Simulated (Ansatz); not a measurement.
# ScTeN3 (model cell, started as cubic perovskite with Te in the octahedra): a soft mode frozen in, part 3 of 4

Wanted: the energy along a soft mode of ScTeN3 (model cell, started as cubic perovskite with Te in the octahedra) and the structure at the end.

Ansatz 0.2.0; DFT PBEsol, scalar-relativistic, plane waves, PAW; PAW set soft_1.

So far, highest frequency on the path or at a solved wavevector (cm⁻¹): step 2 (phonons on a q mesh) 985. Also lowest frequency on the path (cm⁻¹): step 2 -463.

The structure was built from a prototype and need not be the compound's stable phase.

**6. Relaxing from the distorted cell**

Starting from the lowest point found, all atoms and the cell are let go, so that strain and other modes of the same symmetry can join in.

The input, input.yaml:

```yaml
crystal:
  lattice:
    - [3.9131533689, 3.9131533689, 0.0]
    - [3.9131533689, 0.0, 3.9131533689]
    - [3.9131533689, 0.0, -3.9131533689]
  atoms:
    - { symbol: Sc, position: [0.0, 0.0, 0.0] }
    - { symbol: Sc, position: [0.0, 0.5, 0.5] }
    - { symbol: Te, position: [0.5, 0.25, 0.75] }
    - { symbol: Te, position: [0.5, 0.75, 0.25] }
    - { symbol: "N", position: [0.5, 0.4233354863, 0.4233354863] }
    - { symbol: "N", position: [0.5, 0.0766645137, 0.0766645137] }
    - { symbol: "N", position: [0.0, 0.0, 0.5] }
    - { symbol: "N", position: [0.0, 0.5, 0.0] }
    - { symbol: "N", position: [0.5, 0.5766645137, -0.0766645137] }
    - { symbol: "N", position: [0.5, -0.0766645137, 0.5766645137] }
kpoints:
  mp_grid: { grid: [10, 10, 10] }
hamiltonian:
  xc: pbesol
  pseudopotentials: { kind: paw, azcp: { folder: soft_1 }, xc_functional: pbe }
scf:
  occupations: { method: methfessel_paxton, width: 0.2 }
output:
  forces: true
  stress: true
  eigenvalues: true
  write_density: true
  write_potential: true
  elf: true
  volumetric_format: npy
relax:
  adjacent_minimum: "off"
  f_tol: 0.002
  max_steps: 120
  cell: { stress_tol: 0.03 }
```

On the command line:

```console
ansatz run input.yaml --threads 8 --pin off --max-ram 16384MiB --backend cpu --events-out ev --progress --plain --runs-dir out
```

Numbers of over 12 decimals in the logs are rounded to 6 here.

The program printed:

```text
[...]
Crystal: 10 atoms, lattice volume = 119.842 Å³
Basis set: ecut = 420 eV, 2397 PW (Γ), exchange–correlation on 80×80×80 points (8 copies of the dense FFT grid, shifted against one another)
Bands: 52, of which v1, the nominal top of the filled ones, is band 42 counted from 1 (41 counted from 0)
Symmetry: 16 space group operations
[...]
k-points: 102 of 1000
[...]
SCF iter   1: F=—  HF=-20299.224098 eV  |F-HF|=—  |Δ(HF+E_count)|=         —  Δρ=9.25e-2  dr2=1.32e1  ethr=3.10e-3  ⟨swp⟩=6.0  Hψ=20497  notcnv=0
[...]
SCF iter   8: F=-20295.011006 eV  HF=-20295.011006 eV  |F-HF|=1.24e-8  |Δ(HF+E_count)|=   2.67e-9  S|Δr|=    0.00e0  Δρ=4.88e-6  dr2=2.93e-8  ethr=1.19e-10  ⟨swp⟩=18.4  Hψ=45040  notcnv=0
SCF 1 converged in 8 iterations: F = -20295.011006 eV  dr2 = 2.93e-8
[...]
relax step   1: F+E_penalty+E_count = -20295.01100619 eV  Δ(F+E_penalty+E_count) = +0.000e0 eV  max|allowed force component| = 6.752e-1 eV/Å  Δτ_max = 0.0000 Å  P = -5.803 GPa  Ω = 119.842 Å³  (8 SCF iters, dr2 threshold 1.00e-7 eV, accepted)
Crystal: 10 atoms, lattice volume = 113.170 Å³
Basis set: ecut = 420 eV, 2189 PW (Γ), exchange–correlation on 80×80×80 points (8 copies of the dense FFT grid, shifted against one another)
[...]
SCF iter   6: F=-20295.282003 eV  HF=-20295.282004 eV  |F-HF|=3.98e-7  |Δ(HF+E_count)|=   1.50e-7  S|Δr|=    0.00e0  Δρ=1.99e-5  dr2=6.74e-7  ethr=1.19e-9  ⟨swp⟩=15.5  Hψ=47754  notcnv=0
SCF 2 converged in 6 iterations: F = -20295.282003 eV  dr2 = 6.74e-7
  Residual-converged pass: ⟨swp⟩=1.0  Hψ=5712  notcnv=0  max |occ|·‖R‖ = 7.1e-9 eV (tolerance 1.0e-8 eV)  dr2=6.74e-7  dr2_onsite=3.16e-8  max |Δocc| = 1.3e-10
[...]
relax step   2: F+E_penalty+E_count = -20295.28200343 eV  Δ(F+E_penalty+E_count) = -2.710e-1 eV  max|allowed force component| = 6.121e-1 eV/Å  Δτ_max = 0.1396 Å  P = +3.995 GPa  Ω = 113.170 Å³  energy of the carried Pulay correction = +1.352e-2 eV  (6 SCF iters, dr2 threshold 1.00e-6 eV, accepted)
Crystal: 10 atoms, lattice volume = 115.518 Å³
Basis set: ecut = 420 eV, 2229 PW (Γ), exchange–correlation on 80×80×80 points (8 copies of the dense FFT grid, shifted against one another)
[...]
SCF iter   5: F=-20295.352663 eV  HF=-20295.352663 eV  |F-HF|=1.85e-7  |Δ(HF+E_count)|=   3.66e-6  S|Δr|=    0.00e0  Δρ=2.82e-5  dr2=6.53e-7  ethr=1.19e-9  ⟨swp⟩=13.0  Hψ=46881  notcnv=0
SCF 3 converged in 5 iterations: F = -20295.352663 eV  dr2 = 6.53e-7
relax step   3: F+E_penalty+E_count = -20295.35266307 eV  Δ(F+E_penalty+E_count) = -7.066e-2 eV  max|allowed force component| = 3.238e-3 eV/Å  Δτ_max = 0.0512 Å  P = -0.322 GPa  Ω = 115.518 Å³  energy of the carried Pulay correction = +8.676e-3 eV  (5 SCF iters, dr2 threshold 1.00e-6 eV, accepted)
[...]
relax step   4: F+E_penalty+E_count = -20295.35940757 eV  Δ(F+E_penalty+E_count) = -6.744e-3 eV  max|allowed force component| = 3.001e-2 eV/Å  Δτ_max = 0.0036 Å  P = -0.043 GPa  Ω = 115.279 Å³  energy of the carried Pulay correction = +9.164e-3 eV  (5 SCF iters, dr2 threshold 1.00e-6 eV, accepted)
[...]
relax step   5: F+E_penalty+E_count = -20295.36112995 eV  Δ(F+E_penalty+E_count) = -1.722e-3 eV  max|allowed force component| = 6.878e-3 eV/Å  Δτ_max = 0.0022 Å  P = +0.079 GPa  Ω = 115.144 Å³  energy of the carried Pulay correction = +9.440e-3 eV  (5 SCF iters, dr2 threshold 1.00e-6 eV, accepted)
[...]
relax step   6: F+E_penalty+E_count = -20295.36103597 eV  Δ(F+E_penalty+E_count) = +9.397e-5 eV  max|allowed force component| = 4.645e-4 eV/Å  Δτ_max = 0.0007 Å  P = -0.011 GPa  Ω = 115.200 Å³  energy of the carried Pulay correction = +9.326e-3 eV  (4 SCF iters, dr2 threshold 2.23e-8 eV, accepted)
[...]
relax step   7: F+E_penalty+E_count = -20295.35526425 eV  Δ(F+E_penalty+E_count) = +5.772e-3 eV  max|allowed force component| = 1.559e-4 eV/Å  Δτ_max = 0.0000 Å  P = -0.092 GPa  Ω = 115.200 Å³  stress off target by 1.49e-1 GPa  SCF on the basis re-selected at this cell (its energy is not comparable with the rows above)  (6 SCF iters)
[...]
relax step   8: F+E_penalty+E_count = -20295.35543406 eV  Δ(F+E_penalty+E_count) = -1.698e-4 eV  max|allowed force component| = 4.838e-6 eV/Å  Δτ_max = 0.0001 Å  P = +0.001 GPa  Ω = 115.137 Å³  energy of the carried Pulay correction = +1.281e-4 eV  (4 SCF iters, dr2 threshold 5.59e-8 eV, accepted)
[...]
SCF iter   5: F=-20295.355280 eV  HF=-20295.355280 eV  |F-HF|=7.28e-12  |Δ(HF+E_count)|=  4.00e-11  S|Δr|=    0.00e0  Δρ=1.20e-7  dr2=1.40e-11  ethr=1.00e-12  ⟨swp⟩=7.3  Hψ=28310  notcnv=0
SCF 9 converged in 5 iterations: F = -20295.355280 eV  dr2 = 1.40e-11
relax step   9: F+E_penalty+E_count = -20295.35528005 eV  Δ(F+E_penalty+E_count) = +1.540e-4 eV  max|allowed force component| = 1.177e-5 eV/Å  Δτ_max = 0.0000 Å  P = +0.000 GPa  Ω = 115.137 Å³  stress off target by 1.74e-3 GPa  SCF on the basis re-selected at this cell (its energy is not comparable with the rows above)  (5 SCF iters)
[...]
SCF converged after 5 iterations
[...]
Free energy (F): -20295.355280 eV
[...]
Internal energy: -20295.368884 eV  (E = F + TS)
E sigma→0 (E₀):  -20295.358681 eV
Entropy (-TS):   0.013604 eV (1.360 meV/atom)
Fermi energy:    13.063390 eV
Step filling:    the computed levels leave a gap of 0.0738 eV = 0.4 smearing widths at the electron count; against every level under it full and every level over it empty, smearing changes F+E_penalty+E_count by +5.537 meV and its σ→0 estimate by +2.136 meV
[...]
--- Forces (eV/Å), atoms counted from 1 ---
  atom   1  Sc    -0.00000000    -0.00000000     0.00000000
  atom   2  Sc     0.00000000     0.00000000     0.00000000
  atom   3  Te     0.00000000     0.00000000     0.00000000
  atom   4  Te     0.00000000     0.00000000    -0.00000000
  atom   5  N     -0.00001177    -0.00000000     0.00000000
  atom   6  N      0.00001177     0.00000000     0.00000000
  atom   7  N      0.00000000     0.00000000    -0.00000000
  atom   8  N     -0.00000000    -0.00000000     0.00000000
  atom   9  N      0.00000000    -0.00000000     0.00001177
  atom  10  N     -0.00000000    -0.00000000    -0.00001177
  max |Σ_I F_I| component: 6.94e-18 eV/Å
--- Stress (GPa, compression-positive) ---
       -0.000631      -0.000000      -0.000000
       -0.000000       0.001737       0.000000
       -0.000000       0.000000      -0.000631
  P = ⅓ Tr σ = 0.0002 GPa (0.002 kbar)
--- Band table (eV; the first three rows and the last of 102) ---
  k-point 0: bands = [... 38 lower, 12.7081, 12.7081, 12.8495, 12.8495, 13.1071, 14.7720, 15.7995, 15.9588, ... 6 higher]
  k-point 1: bands = [... 38 lower, 12.4671, 12.6530, 12.7334, 12.8382, 13.5359, 14.8294, 15.8192, 15.9156, ... 6 higher]
  k-point 2: bands = [... 38 lower, 12.1599, 12.5207, 12.7332, 12.7614, 13.9603, 14.9884, 15.8850, 16.0403, ... 6 higher]
  k-point 101: bands = [... 38 lower, 11.4134, 11.9795, 12.8122, 12.8122, 15.4917, 15.5904, 15.6548, 15.7449, ... 6 higher]
--- Relaxed structure (7 steps of the walk, 7 accepted, 2 SCFs on fresh bases) ---
  F+E_penalty+E_count = -20295.35528005 eV   max|allowed force component| = 1.177e-5 eV/Å   (the final SCF, on the basis selected at the relaxed cell)
  cell:  # Å, volume = 115.1372 Å³
    - [3.799515, 3.987764, 0]
    - [3.799515, 0, 3.799515]
    - [3.799515, 0, -3.799515]
  atoms:
    - { symbol: Sc, position: [0, -4.543884165153638e-19, -1.141512363441034e-18] }
    - { symbol: Sc, position: [0, 0.5, 0.5] }
    - { symbol: Te, position: [0.500000, 0.250000, 0.75] }
    - { symbol: Te, position: [0.500000, 0.75, 0.250000] }
    - { symbol: N, position: [0.500000, 0.411747, 0.411747] }
    - { symbol: N, position: [0.500000, 0.088253, 0.088253] }
    - { symbol: N, position: [0, 0.0, 0.5] }
    - { symbol: N, position: [0, 0.5, 0.0] }
    - { symbol: N, position: [0.500000, 0.588253, -0.088253] }
    - { symbol: N, position: [0.500000, -0.088253, 0.588253] }
```

Elapsed: 65 s, on 8 threads of AMD EPYC 7R32 (Zen 2), shared host; peak memory 1 GiB.

Relaxation path:

```csv
step,energy less that of the first step (eV),largest force component (eV/Å),pressure (GPa),volume (Å³)
1,0.0000,0.6752,-5.80,119.84
2,-0.2710,0.6121,4.00,113.17
3,-0.3417,0.0032,-0.32,115.52
4,-0.3484,0.0300,-0.04,115.28
5,-0.3501,0.0069,0.08,115.14
6,-0.3500,0.0005,-0.01,115.20
7*,-0.3443,0.0002,-0.09,115.20
8,-0.3444,0.0000,0.00,115.14
9*,-0.3443,0.0000,0.00,115.14
```

Relaxation steps marked * repeat the geometry before them on a plane-wave basis chosen anew for their cell, so energy and pressure can jump there.

The run keeps the 16 symmetry operations that it works with, so distortions that break them were not tested.

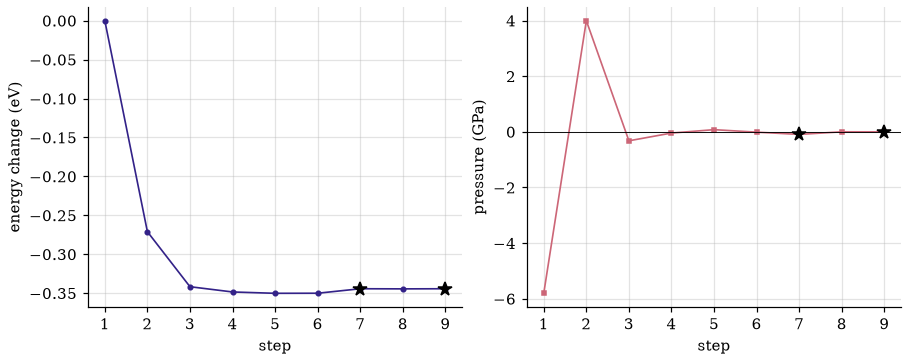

Energy and pressure along the relaxation. Stars mark steps on a basis chosen anew.

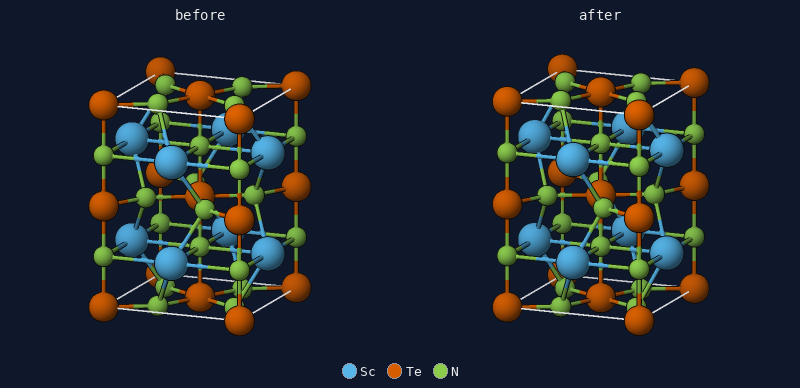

Before and after, at one scale.

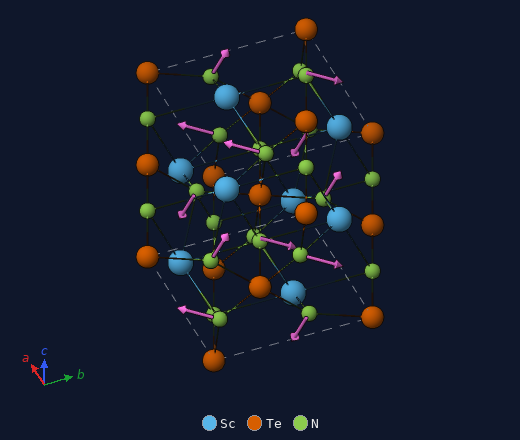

Displacements in the relaxation, exaggerated, measured against the changing cell; the longest in the cell stands for 0.09 Å. Some periodic images of atoms are drawn too.

```csv
"conventional cell, symmetrised",before,after,change
a (Å),5.534,5.373,-2.9 %
b (Å),5.534,5.373,-2.9 %
c (Å),7.826,7.976,+1.9 %
volume (Å³/atom),11.98,11.51,-3.9 %
```

The atoms that moved most (Å, as changes of fractional coordinates times the final cell):

```csv
atom,dx,dy,dz,length
N10,0.000,0.000,-0.088,0.088
N6,0.088,0.000,0.000,0.088
N9,0.000,0.000,0.088,0.088
N5,-0.088,0.000,0.000,0.088
```

The relaxed structure:

```cif
data_structure
_symmetry_space_group_name_H-M 'P 1'
_symmetry_Int_Tables_number 1
_cell_length_a 5.5080
_cell_length_b 5.3733
_cell_length_c 5.3733
_cell_angle_alpha 90.000
_cell_angle_beta 60.806
_cell_angle_gamma 60.806
_cell_volume 115.14
loop_
_atom_site_label
_atom_site_type_symbol
_atom_site_fract_x
_atom_site_fract_y
_atom_site_fract_z
_atom_site_occupancy
Sc1 Sc 0.00000 0.00000 0.00000 1
Sc2 Sc 0.00000 0.50000 0.50000 1
Te3 Te 0.50000 0.25000 0.75000 1
Te4 Te 0.50000 0.75000 0.25000 1
N5 N 0.50000 0.41175 0.41175 1
N6 N 0.50000 0.08825 0.08825 1
N7 N 0.00000 0.00000 0.50000 1
N8 N 0.00000 0.50000 0.00000 1
N9 N 0.50000 0.58825 0.91175 1
N10 N 0.50000 0.91175 0.58825 1
```

Numbers from this step:

```yaml
pressure: 1.58e-4 GPa
volume_per_atom: 11.51 Å³
gap_on_the_k_mesh: 0.07380 eV
```

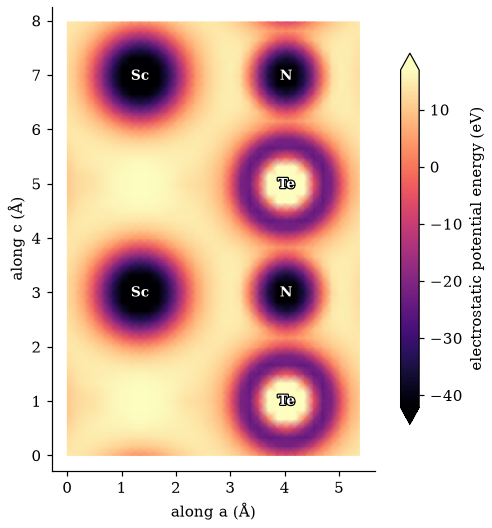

Electrostatic potential energy in the ac plane of the conventional cell at fractional y = 0.000, with atoms of Sc and Te and N within 0.2 Å of it. With pseudopotentials it is smooth inside the atoms' cores, unlike the true potential. The map starts off the cell's origin, so that atoms lie inside it.

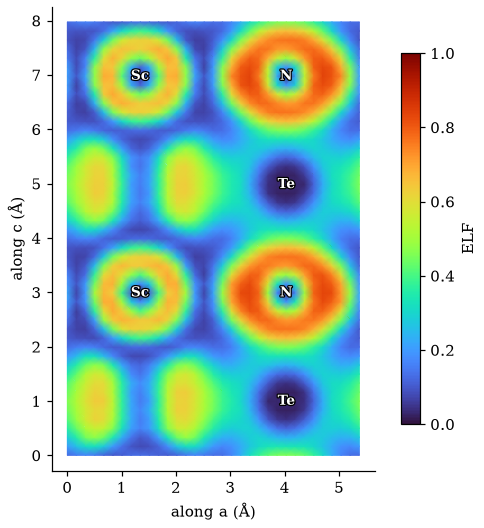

ELF in the ac plane of the conventional cell at fractional y = 0.000, with atoms of Sc and Te and N within 0.2 Å of it. It is the smooth field of the valence electrons, not physical close to the nuclei. The map starts off the cell's origin, so that atoms lie inside it.

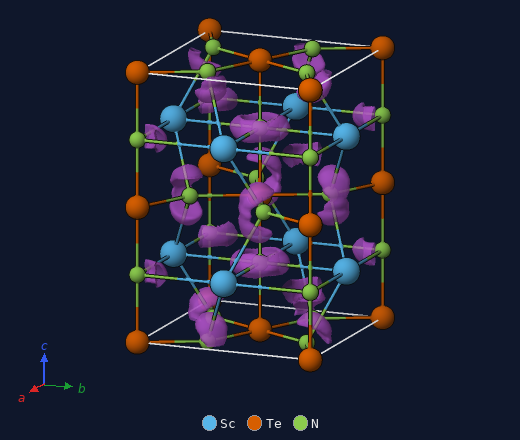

Surface of ELF = 0.8.

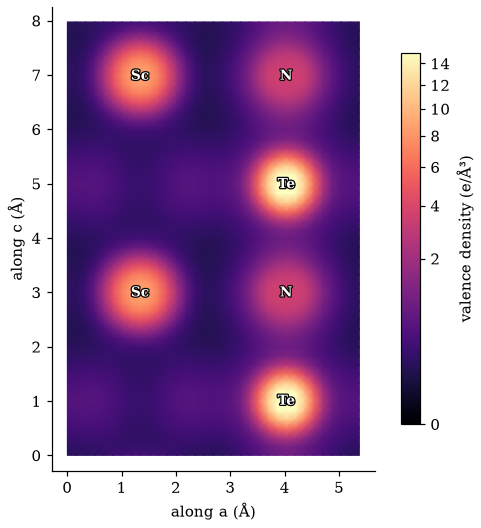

Valence density in the ac plane of the conventional cell at fractional y = 0.000, with atoms of Sc and Te and N within 0.2 Å of it. It is the smooth field of the valence electrons, not physical close to the nuclei. The map starts off the cell's origin, so that atoms lie inside it. The colour scale is stretched toward low values.

The distorted start has space group I4/mcm; the relaxation ends in I4/mcm.

**7. The new phase in its own primitive cell**

The relaxed structure is symmetrised, reduced to its primitive cell and relaxed tightly, as its phonons need.

The input, input.yaml:

```yaml
crystal:
  lattice:
    - [-2.6866627547, 2.6866627547, 3.9877636857]
    - [2.6866627547, -2.6866627547, 3.9877636857]
    - [2.6866627547, 2.6866627547, -3.9877636857]
  atoms:
    - { symbol: Sc, position: [0.75, 0.25, 0.5] }
    - { symbol: Sc, position: [0.25, 0.75, 0.5] }
    - { symbol: Te, position: [0.0, 0.0, 0.0] }
    - { symbol: Te, position: [0.5, 0.5, 0.0] }
    - { symbol: "N", position: [0.3382525244, 0.8382525244, 0.1765050487] }
    - { symbol: "N", position: [0.6617474756, 0.1617474756, 0.8234949513] }
    - { symbol: "N", position: [0.25, 0.25, 0.0] }
    - { symbol: "N", position: [0.75, 0.75, 0.0] }
    - { symbol: "N", position: [0.8382525244, 0.6617474756, 0.5] }
    - { symbol: "N", position: [0.1617474756, 0.3382525244, 0.5] }
kpoints:
  mp_grid: { grid: [8, 8, 8] }
hamiltonian:
  xc: pbesol
  pseudopotentials: { kind: paw, azcp: { folder: soft_1 }, xc_functional: pbe }
scf:
  occupations: { method: methfessel_paxton, width: 0.2 }
output:
  forces: true
  stress: true
  eigenvalues: true
relax:
  adjacent_minimum: "off"
  f_tol: 0.001
  max_steps: 60
  cell: { stress_tol: 0.01 }
```

The program printed:

```text
[...]
Crystal: 10 atoms, lattice volume = 115.137 Å³
Basis set: ecut = 420 eV, 2229 PW (Γ), exchange–correlation on 80×80×80 points (8 copies of the dense FFT grid, shifted against one another)
Bands: 52, of which v1, the nominal top of the filled ones, is band 42 counted from 1 (41 counted from 0)
Symmetry: 16 space group operations
[...]
k-points: 59 of 512
[...]
- { symbol: Te, position: [0.0, 0.0, 0.0] }
    - { symbol: Te, position: [0.500000, 0.500000, 0.0] }
    - { symbol: N, position: [0.338252524375, 0.838253, 0.176505] }
    - { symbol: N, position: [0.661747, 0.161747, 0.82349495125] }
    - { symbol: N, position: [0.250000, 0.250000, 0.0] }
    - { symbol: N, position: [0.750000, 0.750000, 0.0] }
    - { symbol: N, position: [0.838253, 0.661747, 0.5] }
    - { symbol: N, position: [0.161747, 0.338253, 0.5] }
[key lines of the parts left out:]
SCF converged after 6 iterations
Free energy (F): -20295.355112 eV
Fermi energy:    13.062166 eV
P = ⅓ Tr σ = -0.0007 GPa (-0.007 kbar)
```

Wall time 9.4 s (8 threads); peak memory 0.83 GiB; 66 s of CPU time.

Little changed from the start: no atom moved by 0.005 Å and no cell edge by 0.1 %.

Numbers from this step:

```yaml
pressure: -7.26e-4 GPa
gap_on_the_k_mesh: 0.06268 eV
direct_gap_on_mesh: 0.2576 eV
```

The largest force component left is 0.24 meV/Å and the pressure is -0.001 GPa, within the tolerances set. The cell now holds 11.51 Å³/atom.

[end of part 3 of 4]

[Logs are printed without paths, hosts, clocks, repeated set-up lines and the standing remarks that a program may print on its own settings, such as how far it seeks lower states.]

[Hosts, paths, dates, database ids (printed as entryN), source tags and the programs' standing remarks are cut or masked in the printed files.]
